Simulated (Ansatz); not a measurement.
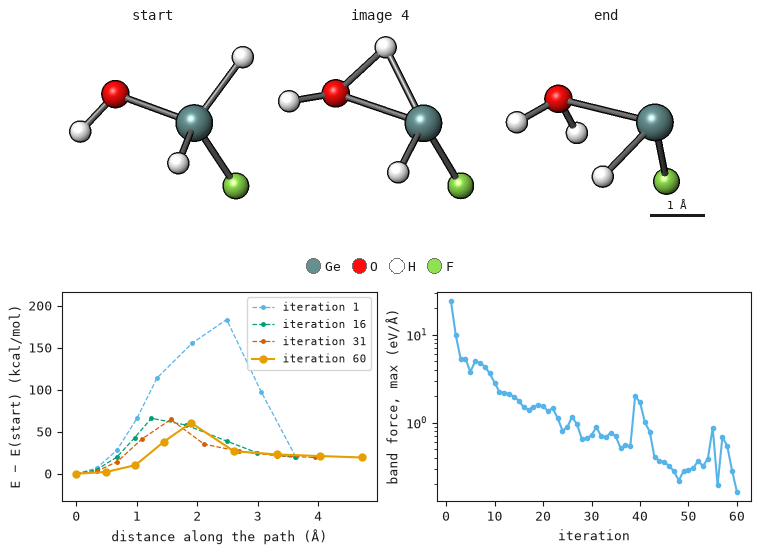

A search for the minimum-energy path of GeH$_{3}$OF by the nudged elastic band. Images are numbered from 0 (start) to 8 (end). The plot follows the band through its iterations. The picture is a ball-and-stick view, seen at a tilt.

Method: RKS PBE0/def2-SVP in Ansatz. Set-up: 7 movable images; climbing image; force threshold 0.05 eV/Å; iteration limit 60; optimiser FIRE; largest step 0.5 Å; starting path through a guess of the saddle point.

Question: Did the band converge, and can the barrier be trusted?

Answer: The result isn't final. The band hadn't converged when the run stopped after 60 iterations. The largest component of the band force went from 24 to 0.16 eV/Å. The barrier read from it is provisional, though the highest image hardly moved in the last two iterations. The step length is far from the usual. The first iteration put the highest image at 183.6 kcal/mol. Forward barrier 60.7 kcal/mol, backward barrier 41.4 kcal/mol, with image 4 at the top; the reaction energy is +19.3 kcal/mol.
